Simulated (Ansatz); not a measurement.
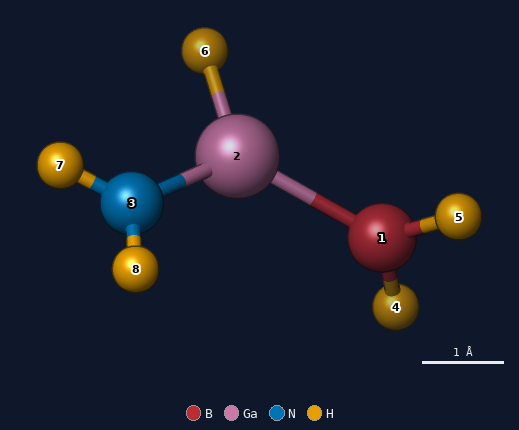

Fig. 1: The structure as given in the input (ball-and-stick view, seen at a tilt; atoms are numbered from 1 in the order of the input). Sticks mark near contacts. Bond lengths as drawn: B–Ga 2.08 Å, B–H 1.21 Å, Ga–H 1.58 Å, Ga–N 1.83 Å and H–N 1.01 Å.

# Run report: GaBNH5, nudged elastic band

- system: GaBNH5
- method: RKS B3LYP-D4/def2-SVP (Ansatz 0.2.0)

One setting was made poor on purpose. It belongs to a series of runs on one base structure; here: band between the two ends. Figures and captions count atoms from 1; the log counts them from 0 in places.

## What the program printed
```
Engine: ansatz 0.2.0, aarch64-unknown-linux-gnu
Functional definition: B3LYP
  parameter a0 = 0.2
  parameter ax = 0.72
  parameter ac = 0.81
  exchange = (1 - a0 - ax)*slater_x + ax*b88_x + a0*exact_x
  correlation = (1 - ac)*vwn_rpa_c + ac*lyp_c
935 factors; integrals over basis functions are off by at most 2.8e-4 eV
mean field evaluation 1: about -54610.1691 eV, gradient 6.3e1 eV
mean field evaluation 2: about -54578.3137 eV, gradient 1.2e2 eV
mean field evaluation 4: about -54617.9644 eV, gradient 7.1e0 eV
mean field evaluation 8: about -54618.0623 eV, gradient 4.4e-1 eV
mean field evaluation 16: about -54618.0628 eV, gradient 2.5e-5 eV
mean field -54618.06278033 eV, -2007.1767857246 hartree, gradient 2.5e-5 eV, S^2 0.000000; 0 other end points of the search recorded, 0 dependent functions left out
the calculation of the forces begins
reference -54618.06303593 eV, -2007.1767951175 hartree; 24, 24 occupied and 61, 61 virtual orbitals, 935 factors
935 factors; integrals over basis functions are off by at most 7.7e-4 eV
mean field evaluation 32: about -54618.8089 eV, gradient 2.2e-5 eV
mean field -54618.80892750 eV, -2007.2042061272 hartree, gradient 2.2e-5 eV, S^2 0.000000; 0 other end points of the search recorded, 0 dependent functions left out
[... from here on the field's lines of each further geometry are left out, up to the last ...]
NEB iter   1: max|band force component| = 3.050e0 eV/Å  barrier→ = 1.6021 eV  barrier← = 2.3364 eV  Δτ_max = 0.2000 Å  (187 SCF iters)
NEB iter   2: max|band force component| = 1.014e0 eV/Å  barrier→ = 0.9281 eV  barrier← = 1.6624 eV  Δτ_max = 0.2000 Å  (151 SCF iters)
NEB iter   3: max|band force component| = 9.200e-1 eV/Å  barrier→ = 0.5315 eV  barrier← = 1.2659 eV  Δτ_max = 0.2000 Å  (147 SCF iters)
NEB iter   4: max|band force component| = 1.795e0 eV/Å  barrier→ = 0.3452 eV  barrier← = 1.0796 eV  Δτ_max = 0.0987 Å  (147 SCF iters)
NEB iter   5: max|band force component| = 6.080e-1 eV/Å  barrier→ = 0.3272 eV  barrier← = 1.0615 eV  CI = image 3  Δτ_max = 0.1790 Å  (145 SCF iters)
NEB iter   6: max|band force component| = 7.347e-1 eV/Å  barrier→ = 0.3944 eV  barrier← = 1.1288 eV  CI = image 3  Δτ_max = 0.0884 Å  (141 SCF iters)
NEB iter   7: max|band force component| = 3.945e-1 eV/Å  barrier→ = 0.4004 eV  barrier← = 1.1347 eV  CI = image 3  Δτ_max = 0.1014 Å  (140 SCF iters)
NEB iter   8: max|band force component| = 1.662e-1 eV/Å  barrier→ = 0.4092 eV  barrier← = 1.1435 eV  CI = image 3  Δτ_max = 0.0320 Å  (146 SCF iters)
NEB iter   9: max|band force component| = 8.084e-2 eV/Å  barrier→ = 0.4082 eV  barrier← = 1.1425 eV  CI = image 3  Δτ_max = 0.0331 Å  (141 SCF iters)
NEB iter  10: max|band force component| = 7.222e-2 eV/Å  barrier→ = 0.4068 eV  barrier← = 1.1411 eV  CI = image 3  Δτ_max = 0.0208 Å  (139 SCF iters)
the calculation of the forces begins
reference -54618.80841865 eV, -2007.2041874274 hartree; 24, 24 occupied and 61, 61 virtual orbitals, 935 factors
935 factors; integrals over basis functions are off by at most 3.8e-4 eV
mean field evaluation 512: about -54616.5263 eV, gradient 1.8e1 eV
mean field -54617.65728957 eV, -2007.1618842137 hartree, gradient 8.9e-5 eV, S^2 0.000000; 1 other end points of the search recorded, 0 dependent functions left out
the calculation of the forces begins
reference -54617.65753927 eV, -2007.1618933904 hartree; 24, 24 occupied and 61, 61 virtual orbitals, 935 factors
NEB iter  11: max|band force component| = 3.302e-2 eV/Å  barrier→ = 0.4064 eV  barrier← = 1.1408 eV  CI = image 3  Δτ_max = 0.0000 Å  (269 SCF iters)
```

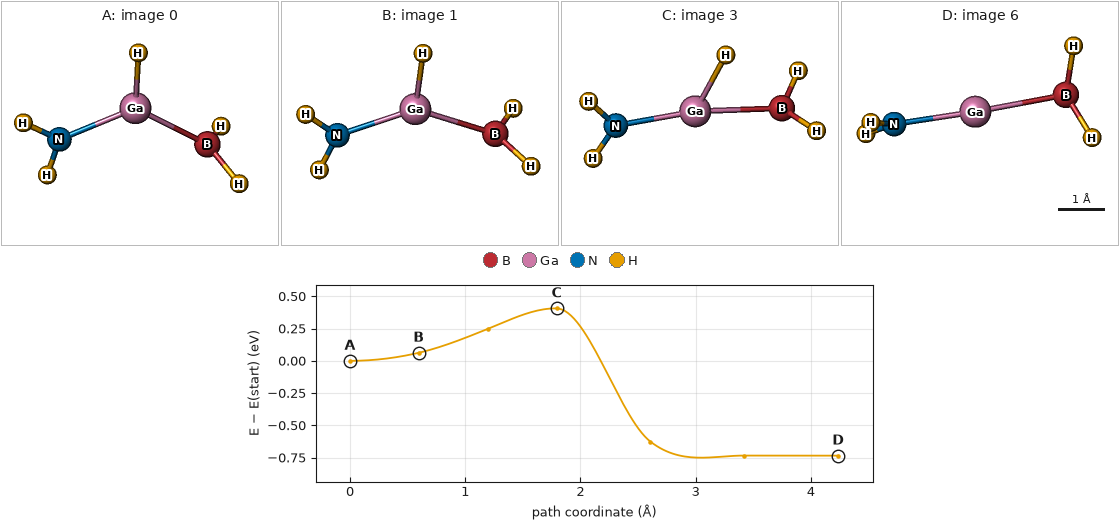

Fig. 2: Images of the last band (counted from 0; ball-and-stick, seen at a tilt) above the energy along the path; the line is a cubic interpolation that uses the forces. The highest image is number 3, 0.406 eV above the start and 1.141 eV above the end (the climbing image); the end lies 0.734 eV below the start. The path is 4.24 Å long. The band converged in 11 iterations.

```
Total energy: -54617.85292711 eV, -2007.1690737610 hartree
Atom 0 at    -1.079129     1.182668    -0.894608 Å, force     0.002281    -0.014424     0.005460 eV/Å
Atom 1 at     0.121672    -0.119169    -0.028166 Å, force    -0.003674     0.005726    -0.024984 eV/Å
Atom 2 at     1.323876    -1.364787     0.461287 Å, force    -0.021854     0.019364     0.004237 eV/Å
Atom 3 at    -2.225554     0.857704    -1.070247 Å, force     0.000842     0.000426     0.001915 eV/Å
Atom 4 at    -0.754385     2.341942    -0.870561 Å, force    -0.000206     0.008865     0.001974 eV/Å
Atom 5 at    -0.785171     0.614628     1.168850 Å, force    -0.010543     0.012790     0.010038 eV/Å
Atom 6 at     1.482522    -1.645743     1.422002 Å, force     0.002088    -0.008773     0.031368 eV/Å
Atom 7 at     1.916158    -1.867253    -0.188568 Å, force     0.031067    -0.023974    -0.030008 eV/Å
Dipole moment:     0.373750    -0.371338     0.013239 e Å
this run last wrote the band of iteration 11 to [file]
```

## The last band as extended XYZ (Å, eV, eV/Å)
```
8
Properties=species:S:1:pos:R:3:forces:R:3 image=0 energy=-54618.25909
B    -0.7761    0.8862   -1.3312   -0.0025   0.0019  -0.0070
Ga   -0.2862    0.1913    0.5715   -0.0006   0.0001   0.0057
N     1.0272   -1.0527    0.8246    0.0014  -0.0014  -0.0025
H    -1.6315    0.3620   -2.0056    0.0013  -0.0004   0.0014
H    -0.2502    1.8615   -1.8142    0.0009  -0.0014   0.0019
H    -0.9584    0.6381    1.9262   -0.0001   0.0005   0.0009
H     1.2893   -1.4107    1.7374   -0.0019   0.0011   0.0003
H     1.5860   -1.4759    0.0913    0.0016  -0.0004  -0.0008
8
Properties=species:S:1:pos:R:3:forces:R:3 image=1 energy=-54618.19639
B    -0.8864    1.0146   -1.2667    0.0050  -0.0066  -0.0017
Ga   -0.1303    0.0652    0.4080   -0.0502   0.0373   0.0736
N     1.1480   -1.1890    0.7421   -0.0242   0.0244  -0.0114
H    -1.8948    0.6236   -1.8055    0.0416  -0.0239  -0.0563
H    -0.4865    2.1046   -1.6010    0.0337  -0.0292  -0.0582
H    -0.8306    0.5412    1.7461    0.0142  -0.0313   0.1328
H     1.3294   -1.4920    1.6941    0.0165  -0.0131  -0.0248
H     1.7512   -1.6684    0.0828   -0.0366   0.0425  -0.0541
8
Properties=species:S:1:pos:R:3:forces:R:3 image=2 energy=-54618.01172
B    -0.9851    1.1140   -1.1341    0.0182  -0.0049  -0.0574
Ga    0.0118   -0.0434    0.1997   -0.0738   0.0544   0.1270
N     1.2518   -1.2978    0.6128   -0.0241   0.0241  -0.0130
H    -2.1025    0.7963   -1.4615    0.0211   0.0041  -0.1144
H    -0.6648    2.2719   -1.2516    0.0097  -0.0060  -0.1149
H    -0.7730    0.5351    1.4731    0.0591  -0.0921   0.2533
H     1.3974   -1.5734    1.5788    0.0186  -0.0162  -0.0250
H     1.8644   -1.8027   -0.0173   -0.0288   0.0366  -0.0557
8
Properties=species:S:1:pos:R:3:forces:R:3 image=3 energy=-54617.85268
B    -1.0791    1.1827   -0.8946    0.0023  -0.0144   0.0055
Ga    0.1217   -0.1192   -0.0282   -0.0037   0.0057  -0.0250
N     1.3239   -1.3648    0.4613   -0.0219   0.0194   0.0042
H    -2.2256    0.8577   -1.0702    0.0008   0.0004   0.0019
H    -0.7544    2.3419   -0.8706   -0.0002   0.0089   0.0020
H    -0.7852    0.6146    1.1688   -0.0105   0.0128   0.0100
H     1.4825   -1.6457    1.4220    0.0021  -0.0088   0.0314
H     1.9162   -1.8673   -0.1886    0.0311  -0.0240  -0.0300
8
Properties=species:S:1:pos:R:3:forces:R:3 image=4 energy=-54618.88488
B    -1.1837    1.2176   -0.3362   -0.0571  -0.0046   0.5424
Ga    0.2401   -0.1928   -0.3590    0.1369  -0.0949  -0.3915
N     1.3929   -1.4249    0.3017    0.0616  -0.0572  -0.0179
H    -2.2338    0.8356   -0.8033    0.0676  -0.0776   0.1032
H    -0.7618    2.3156   -0.6239    0.0628  -0.0750   0.1026
H    -1.0003    0.8853    0.9062   -0.3610   0.4089  -0.4264
H     1.5628   -1.7026    1.2631   -0.0112   0.0074   0.0286
H     1.9838   -1.9338   -0.3486    0.1003  -0.1070   0.0591
8
Properties=species:S:1:pos:R:3:forces:R:3 image=5 energy=-54618.99287
B    -1.2404    1.2585   -0.1204    0.0073   0.0060  -0.0135
Ga    0.2687   -0.1646   -0.1201   -0.0055   0.0038   0.0046
N     1.4914   -1.5023    0.1144    0.0041  -0.0023   0.0152
H    -2.1052    0.7347   -0.7970   -0.0115  -0.0046  -0.0091
H    -0.7359    2.2770   -0.5480    0.0064  -0.0005  -0.0044
H    -1.4473    1.2359    1.0863   -0.0040  -0.0009   0.0218
H     1.8438   -1.8037    1.0202    0.0024  -0.0018   0.0007
H     1.9249   -2.0356   -0.6353    0.0008   0.0004  -0.0153
8
Properties=species:S:1:pos:R:3:forces:R:3 image=6 energy=-54618.99344
B    -1.2519    1.2556    0.0066   -0.0099  -0.0085  -0.0066
Ga    0.2771   -0.1465    0.0479    0.0021  -0.0013   0.0029
N     1.5148   -1.4909    0.0051   -0.0110  -0.0034  -0.0108
H    -1.9269    0.7396   -0.8749    0.0027   0.0007   0.0026
H    -0.7035    2.2974   -0.2941    0.0061   0.0080  -0.0005
H    -1.7213    1.1770    1.1270    0.0011   0.0000   0.0031
H     2.2680   -1.6050    0.6794    0.0048  -0.0017   0.0005
H     1.5437   -2.2271   -0.6970    0.0042   0.0061   0.0088
```

This output came from the following input.

## Input
```yaml
crystal:
  periodic: [false, false, false]
  atoms:
    - { symbol: B, position_ang: [-0.776132, 0.886228, -1.331179] }
    - { symbol: Ga, position_ang: [-0.286244, 0.19131, 0.571507] }
    - { symbol: "N", position_ang: [1.027171, -1.052678, 0.824556] }
    - { symbol: H, position_ang: [-1.631492, 0.362024, -2.005558] }
    - { symbol: H, position_ang: [-0.250226, 1.861546, -1.814246] }
    - { symbol: H, position_ang: [-0.958444, 0.638118, 1.926195] }
    - { symbol: H, position_ang: [1.289316, -1.410662, 1.737432] }
    - { symbol: H, position_ang: [1.586041, -1.475897, 0.091283] }
basis:
  gaussian: { orbitals: def2-SVP }
hamiltonian:
  xc: b3lyp
  dispersion: d4
neb:
  order_check: false
  images: 5
  f_tol: 0.05
  max_iterations: 60
  initial_path: linear
  final_atoms:
    - { symbol: B, position_ang: [-1.14123278, 1.16715417, -0.69217708] }
    - { symbol: Ga, position_ang: [0.2474663, -0.11821217, 0.15922155] }
    - { symbol: "N", position_ang: [1.37912756, -1.3812803, 0.84110437] }
    - { symbol: H, position_ang: [-1.59950419, 0.39147223, -1.52111682] }
    - { symbol: H, position_ang: [-0.47760484, 2.08151423, -1.13948572] }
    - { symbol: H, position_ang: [-1.88186695, 1.42107904, 0.23996611] }
    - { symbol: H, position_ang: [1.93024622, -1.26674098, 1.68849737] }
    - { symbol: H, position_ang: [1.54335867, -2.29499721, 0.42398022] }
```

Launched with:
```bash
ansatz run input.yaml --threads 2 --pin off --max-ram 3072MiB --backend cpu --events-out ev --progress --plain --runs-dir out
```

## Results in brief

| quantity | value |
| --- | --- |
| outcome | converged |
| barrier, forward | 0.406 eV |
| barrier, backward | 1.141 eV |
| hardware | 2 threads of Arm Neoverse V1, 24 GiB of memory available, shared host |
| wall time | 1.7 min (CPU time 3.3 min) |
| peak memory | 0.18 GiB |

## Notes

A deliberately poor setting: straight start. The order of the saddle point was not checked.
